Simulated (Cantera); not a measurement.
Charge: 1 mol Al, 0.0089 mol O₂, 4.8 mol H₂, equilibrated at 825 Torr.

Cantera equilibrium calculation (NASA polynomials, part measured and part estimated; ideal gas, pure solids and liquids). Candidate condensed phases: Al, Al₂O₃, H₂O; 19 gas species. Mutual solubility and eutectic melting of coexisting phases are not modelled. Rates play no part.

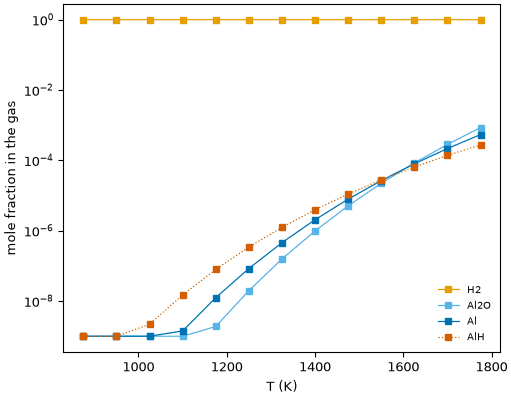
Fig. 1. Equilibrium gas composition (values under 1e-9 drawn at 1e-9)

At 875 K the condensed part is Al(s) + Al₂O₃(s). From 950 K to 1775 K the condensed part is Al(l) + Al₂O₃(s).
